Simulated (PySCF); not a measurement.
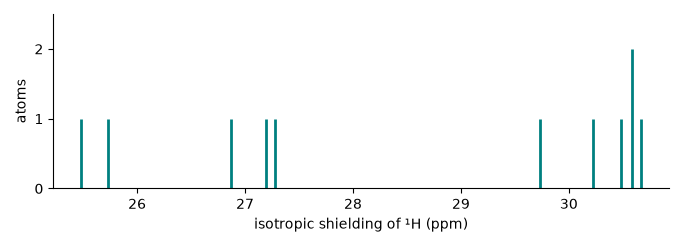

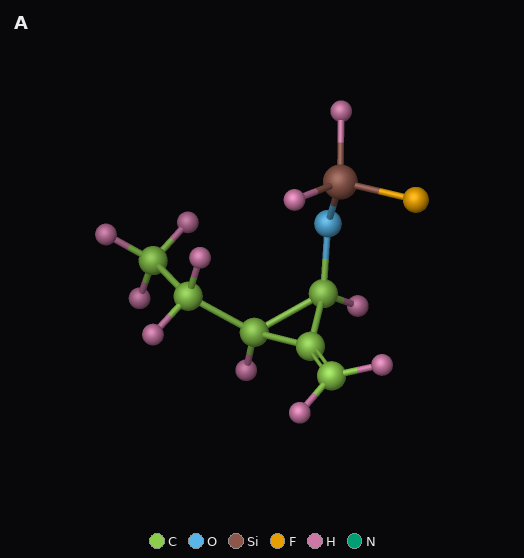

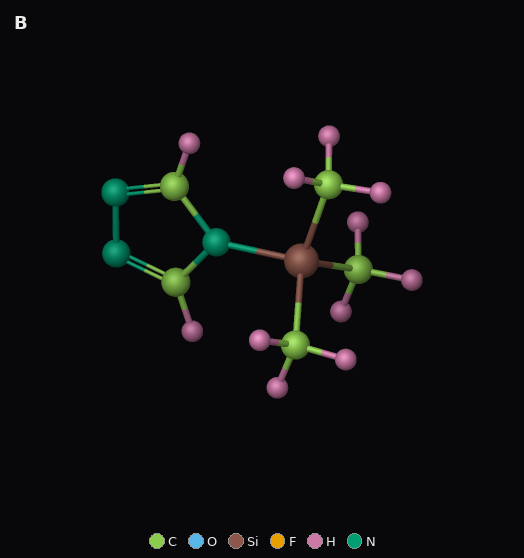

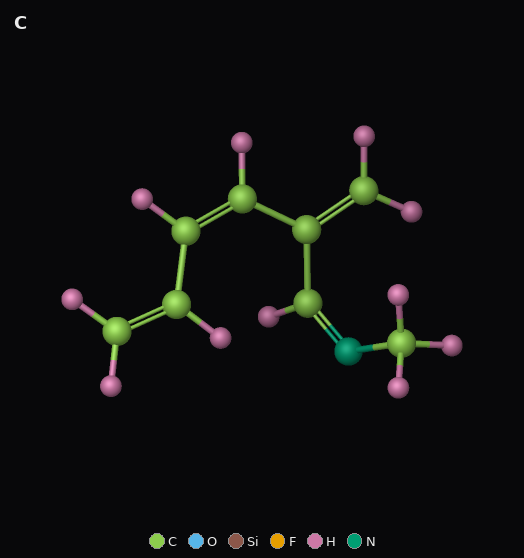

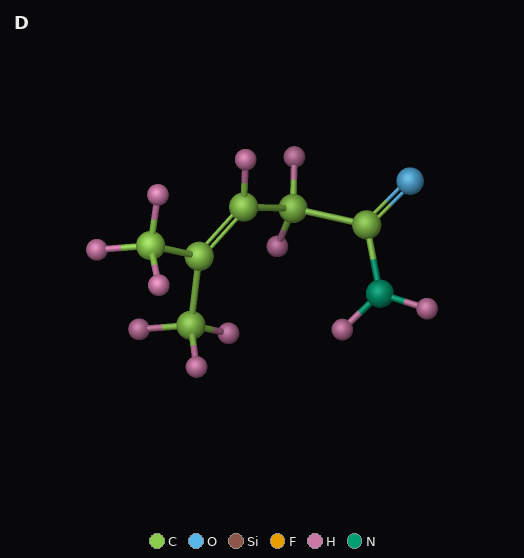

The sticks are computed shieldings of one of the molecules, for one fixed geometry (GFN2-xTB) without averaging over rotations. Low shielding means a high chemical shift. Method: GIAO PBE0/pcSseg-1 NMR shielding, non-relativistic, gas phase (PySCF 2.14.0).

Which molecule gives this pattern?

Answer. A, `C=C1[C@@H](CC)[C@H]1O[SiH2]F`. Its 11 H atoms give lines at 25.48, 25.73, 26.87, 27.20, 27.28, 29.74, 30.22, 30.48, 30.59 (2 atoms), 30.67 ppm.

The geometry is semi-empirical. Around Si such bond lengths and angles can be off by a tenth of an ångström or more and by several degrees, and values that hang on the shape move with them.
